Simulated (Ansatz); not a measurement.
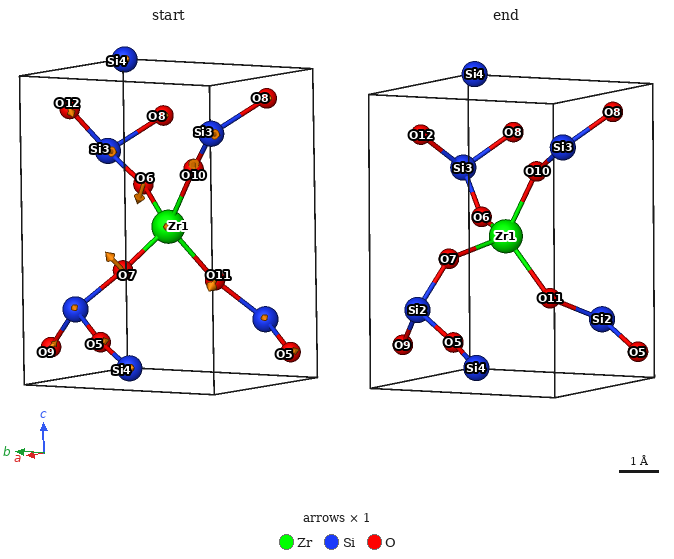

The structure of solid ZrSi₃O₈ (a generated structure, set up in P1) (coarse preliminary run) before (left) and after (right) a relaxation, at one scale. The orange arrows give the displacements (the part carried along by the change of the cell is left out), at their true length.

Style: ball-and-stick. Shown: the cell of the calculation, reduced to other axes, from a free direction. Lengths and directions refer to the drawn axes.

Method: DFT PBE, scalar-relativistic, plane waves, PAW (Ansatz 0.2.0).

Input
```yaml
crystal:
  lattice:
    - [5.5064684856, 0.0857074509, 0.0138785885]
    - [0.0857074509, 5.5021153778, 0.0863388014]
    - [0.0202641168, 0.1260632198, 8.025979364]
  atoms:
    - { symbol: Zr, position: [0.4926715776, 0.5128792636, 0.5008209928] }
    - { symbol: Si, position: [0.0011170861, 0.5042639923, 0.7836648094] }
    - { symbol: Si, position: [0.4585123167, 0.0023171846, 0.2281184521] }
    - { symbol: Si, position: [0.0173412653, -0.014322846, 0.0008450234] }
    - { symbol: O, position: [-0.0026707046, 0.7489079166, 0.9037336467] }
    - { symbol: O, position: [0.5193274633, 0.228969653, 0.3464336103] }
    - { symbol: O, position: [0.2576321538, 0.498480085, 0.6489615726] }
    - { symbol: O, position: [0.7520359484, 0.0058642066, 0.1042649672] }
    - { symbol: O, position: [0.009445727, 0.2469554731, 0.8913590983] }
    - { symbol: O, position: [0.49088828, 0.7675439758, 0.3281964972] }
    - { symbol: O, position: [0.747576911, 0.4879403334, 0.6643862007] }
    - { symbol: O, position: [0.2561219752, 0.010200762, 0.0992151293] }
basis:
  ecutwfc: 420
kpoints:
  mp_grid: { grid: [4, 4, 2] }
hamiltonian:
  xc: pbe
scf:
  occupations: { method: gaussian, width: 0.1 }
  lower_state_search: "off"
output:
  forces: true
  stress: true
  eigenvalues: true
relax:
  adjacent_minimum: "off"
  f_tol: 0.025
  max_steps: 60
  cell: { stress_tol: 0.25 }
```

Run as
```bash
ansatz run input.yaml --threads 4 --pin off --max-ram 8192MiB --backend cpu --events-out ev --progress --plain --runs-dir out
```

Summarise the run.

The largest move relative to the cell is that of O7, 0.78 Å roughly along [−1 3 2]. By element the largest moves are O 0.78 Å, Si 0.38 Å, Zr 0.19 Å. Cell: a 5.503 → 5.371 Å (−2.4 %), b 5.507 → 5.373 Å (−2.4 %), c 8.027 → 7.625 Å (−5.0 %), α 89.7° → 90.0°, β 88.2° → 90.0°, γ 88.2° → 89.0°. Volume −9.5 %. Some distances before and after: Si3–O8 1.894 → 1.629 Å, Zr1–O7 1.755 → 1.954 Å, Si2–O7 1.775 → 1.635 Å, Si3–O10 1.506 → 1.626 Å. Among the angles between lasting bonds that change: Zr1–O7–Si2 173.8° → 143.2°, Zr1–O11–Si2 168.9° → 140.1°, Zr1–O10–Si3 165.4° → 140.1°. The space group stays P1 (No. 1). Over 13 accepted moves (16 points after the start) the energy falls by 255 meV per atom. The largest force component goes from 7.4 to 0.0043 eV/Å. The pressure goes from 3.00 to −0.04 GPa. The line search rejected the trial step at point 10 of the run. At 2 points the geometry stayed and the basis and grid were re-selected for the new cell (energy shift of 2.5 meV per atom at most each time).
